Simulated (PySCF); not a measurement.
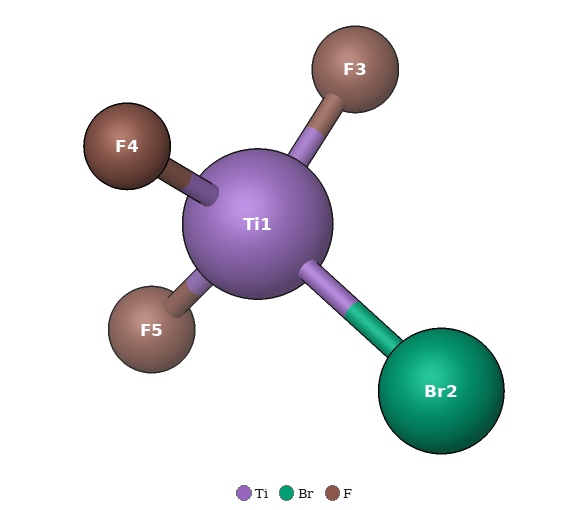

Charge 0, singlet. Computed geometry: PBE0-D3(BJ)/def2-SVP optimisation. No frequency run is at hand to confirm it as a minimum. Method: PBE/pcJ-1 (pcSseg-1 on Br) (pcSseg-1 on Ti) indirect spin-spin coupling, non-relativistic, gas phase (PySCF 2.14.0). Isotopes: 19F.

Give the spin–spin coupling constants of these pairs, with the number of bonds between them: F3/F5, F3/F4, F4/F5.

| pair | bonds apart | J (Hz) |
| --- | --- | --- |
| F3, F5 | 2 | 104.3 |
| F3, F4 | 2 | 104.2 |
| F4, F5 | 2 | 104.3 |

Density functionals are unreliable for couplings to fluorine, so those rows may be far off.
